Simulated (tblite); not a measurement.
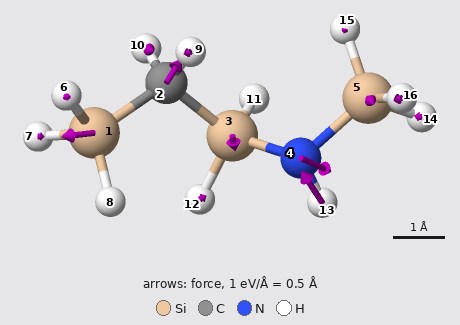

Starting geometry of CH11NSi3 with the computed forces as purple arrows. A ball-and-stick model, seen at a tilt.

Computed with GFN2-xTB geometry optimisation, gas phase in tblite. 

Is this structure relaxed? If not, where do the atoms go?

It isn't relaxed: the largest force vector, on N4, is 2.09 eV/Å. The final displacements have little in common with the starting forces (cosine between the two patterns 0.09). The largest move after the best rigid fit is that of H8, 2.13 Å. By element the largest moves are H 2.13 Å, Si 0.78 Å, N 0.61 Å, C 0.52 Å. Near-neighbour distances that change, for instance: N4–H13 1.067 → 1.007 Å, N4–Si5 1.783 → 1.730 Å, Si1–C2 1.847 → 1.897 Å, Si3–N4 1.762 → 1.735 Å. Among the angles between lasting bonds that change: Si3–N4–Si5 114.0° → 130.0°, Si5–N4–H13 104.6° → 114.0°, Si3–N4–H13 105.9° → 113.9°. Groups turn about C2–Si3 by about 40°, Si1–C2 by about 35°. The energy falls by 54.6 kJ/mol in 149 geometry steps. Cost: 1.1 s on 1 thread of Arm Neoverse V1, with other jobs on the host.
